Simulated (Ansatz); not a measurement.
```csv
atom,x (Å),y (Å),z (Å)
C,-0.8808,-0.1727,0.0629
N,1.3125,-0.0554,2.0411
Si,1.0189,-0.4482,0.4038
H,-1.1802,0.8771,0.2839
H,-1.1426,-0.3935,-0.9938
H,-1.4909,-0.8337,0.7123
H,1.6648,0.5022,-0.6574
H,2.3095,0.0448,2.2831
```

Geometry: BLYP-D3(BJ)/def2-SVPD; the highest occupied orbital lies above zero, a sign that basis and functional describe the outermost electron poorly.

Level of theory: Ansatz 0.2.0, isolated molecule in a Gaussian basis; Kohn-Sham density functional theory, functional PBE0.

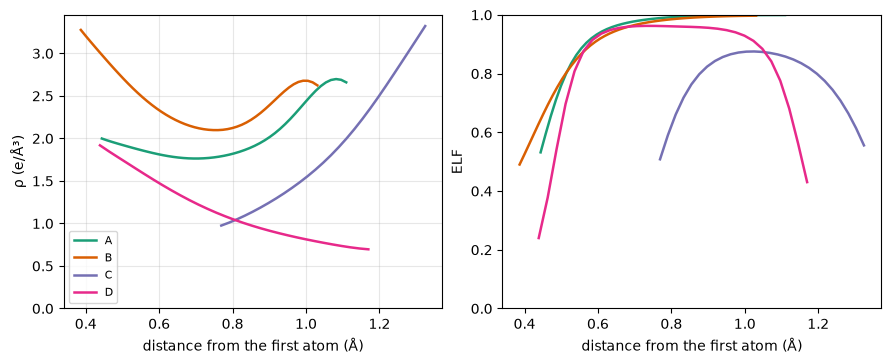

CH5NSi (SMILES C[SiH][NH-]) (charge −1, doublet). Total electron density and ELF along straight lines between neighbouring atoms. The curves leave out the atomic cores.

Which curve belongs to which contact (C–H, C–Si, N–H and Si–N)? The first atom named is at distance zero.

Curve A: C–H (1.11 Å): the density is about 1.9 e/Å³ at the midpoint; the ELF climbs to about 1 towards the hydrogen, as it does in any bond to H; a covalent bond by its length. Curve B: N–H (1.03 Å): the density is about 2.6 e/Å³ at the midpoint; the ELF climbs to about 1 towards the hydrogen; a covalent bond by its length. Curve C: Si–N (1.71 Å): the density is about 1.1 e/Å³ at the midpoint; the ELF peaks at about 0.90 between the atoms (a polar covalent bond). Curve D: C–Si (1.95 Å): the density is about 0.84 e/Å³ at the midpoint; the ELF peaks at about 0.95 between the atoms; a shared electron pair.
